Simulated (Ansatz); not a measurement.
# Calculations on BH$_{4}$F

Part 1: Relaxation

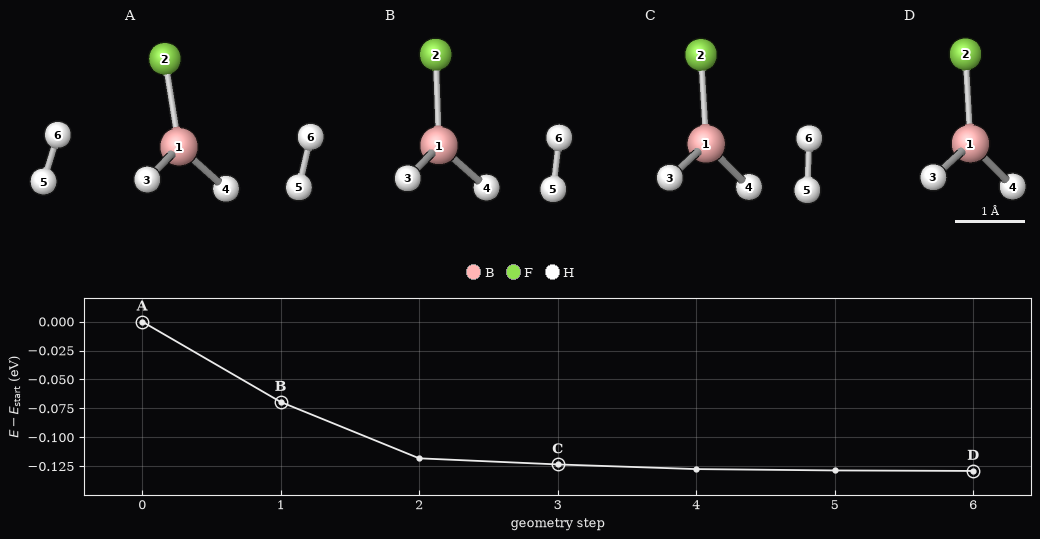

Frames of a relaxation of BH4F, marked on the history of the run. The picture is a ball-and-stick view, seen at a tilt.

The run prepares an end point of a later path (reaction) calculation, from a guessed geometry.

Computed with Ansatz, RKS PBE0-D4/def2-SVP.

The input:
```yaml
crystal:
  periodic: [false, false, false]
  atoms:
    - { symbol: B, position_ang: [-0.002869, 0.251767, 0.069369] }
    - { symbol: F, position_ang: [-0.007663, 0.558611, 1.355729] }
    - { symbol: H, position_ang: [1.063391, 0.182578, -0.494097] }
    - { symbol: H, position_ang: [-1.066188, 0.112907, -0.486195] }
    - { symbol: H, position_ang: [0.070139, -2.066409, 0.652133] }
    - { symbol: H, position_ang: [0.054591, -1.565353, 1.167261] }
basis:
  gaussian: { orbitals: def2-SVP }
hamiltonian:
  xc: pbe0
  dispersion: d4
relax:
  f_tol: 0.03
  max_steps: 50
output:
  orbitals: {}
```

Run as
```bash
ansatz run input.yaml --threads 1 --pin off --max-ram 2048MiB --backend cpu --events-out ev --progress --plain --runs-dir out
```

Describe the path.

The energy falls by 0.129 eV in 6 geometry steps. The largest force component goes from 1.3 to 0.0061 eV/Å. The largest move after the best rigid fit is that of H6, 0.50 Å. By element the largest moves are H 0.50 Å, F 0.36 Å, B 0.20 Å. Near-neighbour distances that change, for instance: H5–H6 0.719 → 0.761 Å, B1–F2 1.322 → 1.318 Å. From step 0 to 1: F2 moves most (0.20 Å), energy −0.069 eV. From step 1 to 3: H6 moves most (0.20 Å), energy −0.054 eV. From step 3 to 6: H6 moves most (0.17 Å), energy −0.006 eV.

```
step  E − E(0), eV  largest force component, eV/Å
   0        0.0000                         1.2582
   1       -0.0694                         0.9846
   2       -0.1181                         0.2939
   3       -0.1234                         0.2752
   4       -0.1274                         0.2384
   5       -0.1286                         0.0830
   6       -0.1290                         0.0061
```

Part 2: Relaxation

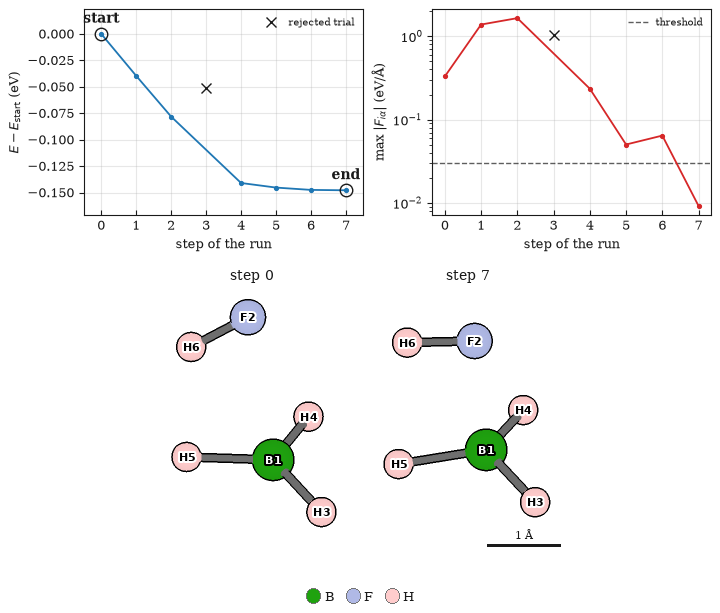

First and last geometry of a relaxation of BH₄F, with the history of the run. Style: ball-and-stick. Shown from a free direction.

The run prepares an end point of a later path (reaction) calculation, from a guessed geometry.

Method: RKS PBE0-D4/def2-SVP in Ansatz. (no spin polarisation; force threshold 0.03 eV/Å; at most 50 steps)

Q: Did the run converge, and what did it change?

A: It converged. Over 6 accepted moves (7 points after the start) the energy falls by 0.148 eV. Largest force component: 0.33 eV/Å at the start, 0.0092 eV/Å at the end. The line search rejected the trial step at point 3 of the run. The largest move after the best rigid fit is that of F2, 0.45 Å. Largest moves by element: F 0.45 Å, B 0.18 Å, H 0.17 Å. Near-neighbour distances that change, for instance: B1–F2 2.512 → 1.897 Å, B1–H5 1.201 → 1.218 Å, F2–H6 0.925 → 0.929 Å. Among the angles between lasting bonds that change: H3–B1–H4 121.6° → 119.5°.

Part 3: Path

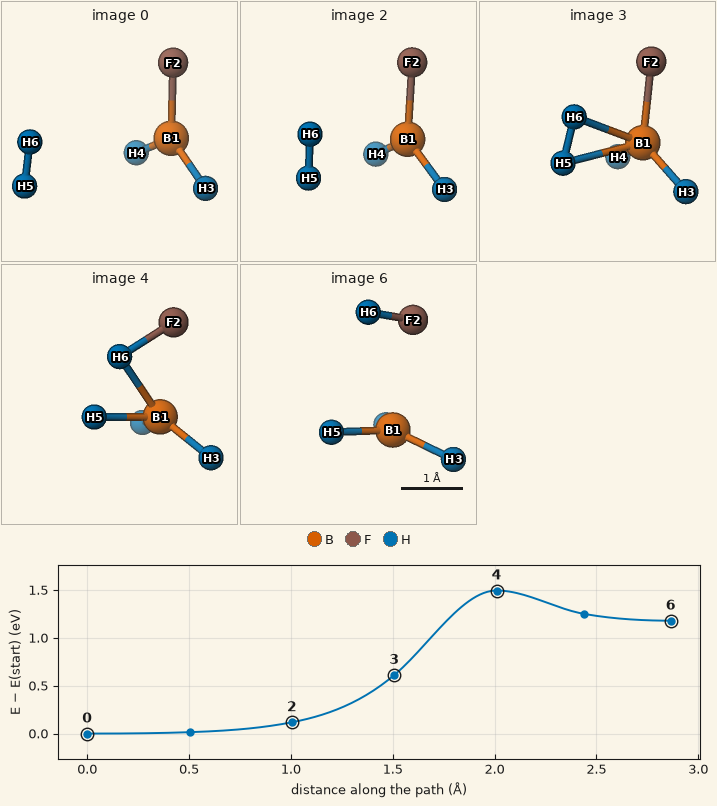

A search for the minimum-energy path of BH$_{4}$F, made up at the start of BH₂F and H2 by the nudged elastic band. Images are numbered from 0 (start) to 6 (end). A ball-and-stick model, seen at a tilt.

Method: Ansatz, RKS PBE0-D4/def2-SVP. Run with 5 movable images; climbing image; force threshold 0.05 eV/Å; iteration limit 60; starting path through a guess of the saddle point.

Describe the mechanism and the energy profile.

Answer. Breaking: B1–F2 (1.32 → 1.63 at the top → 1.90 Å), H5–H6 (0.76 → 1.09 at the top → 2.10 Å). Forming: B1–H5 (2.89 → 1.31 at the top → 1.22 Å), F2–H6 (2.94 → 1.13 at the top → 0.93 Å). Forward barrier 1.49 eV, backward barrier 0.32 eV, with image 4 at the top; the reaction energy is +1.18 eV. The band is converged.

Limits of the set-up: the start holds two separate molecules, 2.8 Å apart at their closest, whose relative position is a soft coordinate.

The run took 39 s on 1 thread of AMD EPYC 7R43 64-Core Processor (Zen 3), with other jobs on the host, peak memory 0.11 GiB.
